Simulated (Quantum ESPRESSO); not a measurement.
# Dipole at the next field: 2H-CrOSe, 1 layer

Method. Quantum ESPRESSO 7.5, PBE, GBRV ultrasoft; sawtooth field along the normal with dipole correction, ions clamped, threshold 1e-9 Ry; cell area 7.447 Å².

| field (V/Å) | dipole (e Å a cell) |
| --- | --- |
| 0 | −0.10406 |
| 0.1 | −0.08559 |
| 0.2 | −0.06704 |

One more run was made and is withheld. What is the dipole at −0.2 V/Å, and what electrostatic thickness 4πα/A follows from the rows?

By hand: The slope is (−0.06704 − (−0.10406))/0.2 = 0.1851 e Å²/V, so 4πα/A = 180.95 × 0.1851/7.447 = 4.50 Å. Linear response gives p = −0.10406 + 0.1851 × (−0.2) = −0.14108 e Å; a parabola through the three rows gives −0.14076.

What the calculation gave: p = −0.14097 e Å. The line misses by 0.3 % of the induced dipole and the parabola by 0.6 %. The response is linear over this range.

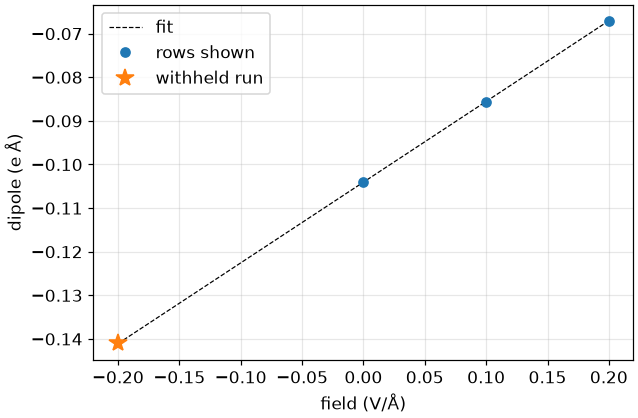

The rows shown, the fit and the withheld run.

Caveats: Electrons alone respond; local and semilocal functionals tend to overscreen.
